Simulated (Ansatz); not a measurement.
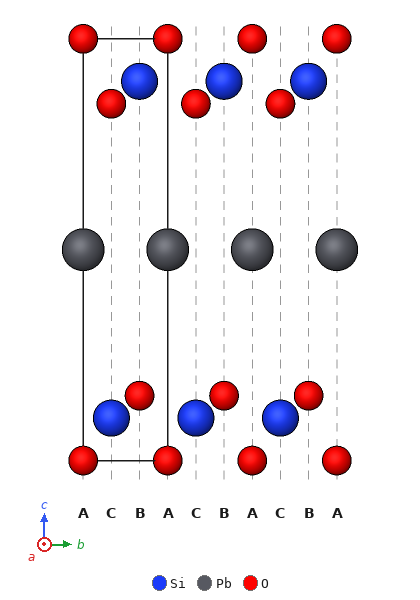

Projection along an edge of the hexagonal mesh, stacking direction c upwards. The dashed lines mark the three columns A (0, 0), B (1/3, 2/3) and C (2/3, 1/3). The sequence starts with the first layer at or above the cell's origin.

System Si2PbO3 (space group P-3m1, No. 164); source of the atomic positions: the end point of a relaxation with DFT PBE, scalar-relativistic, plane waves, PAW (Ansatz 0.2.0); the starting structure was generated, so it need not be a known form of this composition.

Question: Give the sequence of layers in one repeat, with element and column.

Answer: O(A) – Si(C) – O(B) – Pb(A) – O(C) – Si(B) (six layers in 13.31 Å).

Heights of the layers:

```
layer  atoms (column)  height (Å)  to next (Å)
    1            O(A)        0.00         1.34
    2           Si(C)        1.34         0.71
    3            O(B)        2.05         4.61
    4           Pb(A)        6.66         4.61
    5            O(C)       11.26         0.71
    6           Si(B)       11.97         1.34
```
